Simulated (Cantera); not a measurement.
Feed: 1 mol CCl4, 0.084 mol F2, 4.5 mol H2, held at 0.00120 bar.

Method: chemical equilibrium by Gibbs-energy minimisation in Cantera with the NASA 1993 tables (ideal gas, pure condensed phases). Candidate condensed phases: C, C6H6, C7H8, C8H18; 135 gas species. Ions and electrons are included (thermal ionisation). Kinetics and transport are ignored.

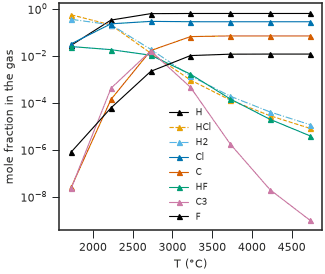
Equilibrium gas composition (values under 1e-9 drawn at 1e-9)

From 1727 °C to 2227 °C the condensed part is C(graphite). From 2727 °C to 4727 °C nothing is condensed. The main C-bearing gas is C2H2 (acetylene) at 1727 °C and C at 4727 °C.
